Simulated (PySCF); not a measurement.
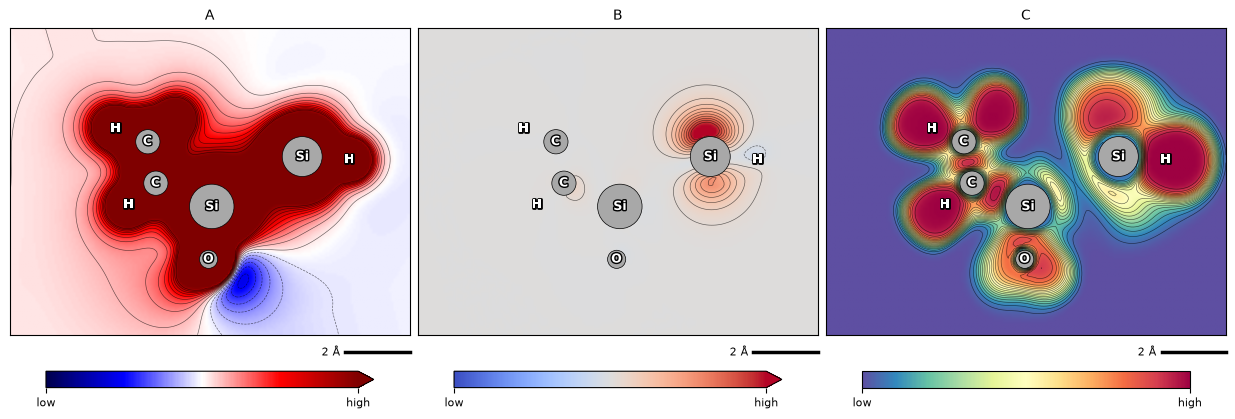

C₂H₉OSi₄ (SMILES C=C[Si]1(O)[SiH2][SiH][SiH2]1) (doublet): 3 fields on the plane of atoms C2, Si3 and O4, with unlabelled colour scales. Grey discs cover the atomic cores.

Geometry: GFN2-xTB.

All numbers below come from UKS B3LYP, pcH-1 on C H O Si, non-relativistic, mean-field spin-orbit, GIAO (PySCF 2.14.0, density-fitted response routines).

The panels show electron localisation function, electrostatic potential and spin density in some order. Assign them.

Answer. Panel A: electrostatic potential (strongly positive close to the atoms, with negative regions outside electron-rich atoms). Panel B: spin density (confined to the atoms that carry the unpaired spin). Panel C: electron localisation function. From the grid: C–C (1.32 Å): the ELF peaks at about 0.95 between the atoms: a short, multiple covalent bond. Si–O (1.65 Å): the ELF peaks at about 0.85 between the atoms; a shared but strongly polarised pair.
